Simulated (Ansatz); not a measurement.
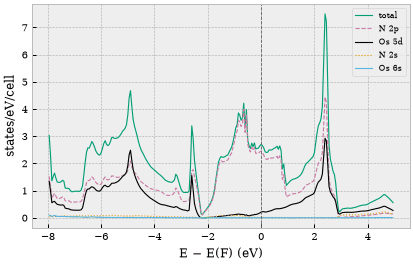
Figure. Total and projected density of states of OsN3 (ReO3 type, Pm-3m), PBE (plane waves, PAW; program Ansatz)

### Question
Which orbitals carry the states next to the Fermi level?

### Answer
Within 0.5 eV of the Fermi level: N 2p 91 %, Os 5d 7 %. Projections are on Löwdin-orthogonalised atomic valence shells; empty p or d shells of many metals are not among them.

### Question
Where is the tallest occupied peak in this window, and what makes it?

### Answer
Near -4.9 eV, about 4.7 states/eV per cell; the largest projected share is Os 5d.

The start of the workflow was typed in or built on a structure type; neither database checked (COD, Materials Project) lists it. Its standing as an ambient phase is unchecked. The PBE relaxation kept the symmetry of its start; whether a distortion lowers the energy is not shown. The workflow began spin-polarised and lost its moments. The cell computed holds one magnetic atom, so no antiferromagnetic order was within reach. Its formation energy is positive at this level, so the cell may be metastable or incomplete. Scalar-relativistic: spin–orbit coupling is off unless named, which matters more the heavier the elements.

Potentials: the later of the program's two PAW sets.
